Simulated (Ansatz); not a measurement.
Electronic density of states of amorphous Si33N40, density 2.94 g/cm³, on a 2×2×2 Γ-centred mesh with a Gaussian width of 0.1 eV; energies count from the Fermi level, whose place inside the gap is arbitrary. Cell and mesh are small, so fine structure isn't converged. Method: PBE, scalar-relativistic without spin-orbit coupling (plane waves to 420 eV, PAW; Ansatz, a quantum-chemistry and plane-wave program). Sampling: a 2×2×2 Γ-centred mesh; Fermi-Dirac width 0.02 eV; no spin polarisation. The usual formal charges leave 12 electrons over, so the level spacing at the Fermi energy parts defect or band states and needn't be the band gap. At PBE the levels at the filled edge of the gap are localised (band-tail or defect states), and the nearest spread-out levels lie 2.3 eV apart at the zone centre.

Preparation: random packing, a CHGNet melt and quench, and a DFT relaxation. N atoms were pushed apart under 1.9 Å during the dynamics, to hinder bonds among them. The hot cell started wider than the set density and was brought back towards it in steps. It is the lowest in DFT energy of 2 quenches. It is a model cell: composition and starting density were chosen by hand, and all elements were melted together. No dispersion term was used. Its density started from a set value of 2.94 and ended at 2.94 g/cm³. The quench (nominally 450 K/ps over its main leg) was far faster than any real one, so the model tends to hold more defects than a real film. A cell of this size samples the disorder only roughly. The volume was held where the preparation left it, at a PBE pressure of 0.8 GPa. Stress components on the final sampling reach 1.7 GPa. On a 2×2×2 Γ-centred mesh force components of up to 0.24 eV/Å stay, since the relaxation ran on the zone centre alone. Cycles of charging lowered its energy after that relaxation.

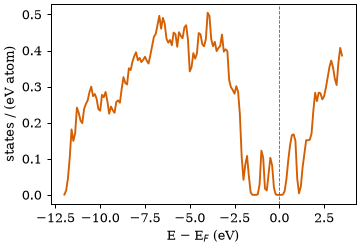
Figure: Density of states per atom

The level spacing at the Fermi energy on this mesh is 0.79 eV; the broadening fills part of it in the curve.
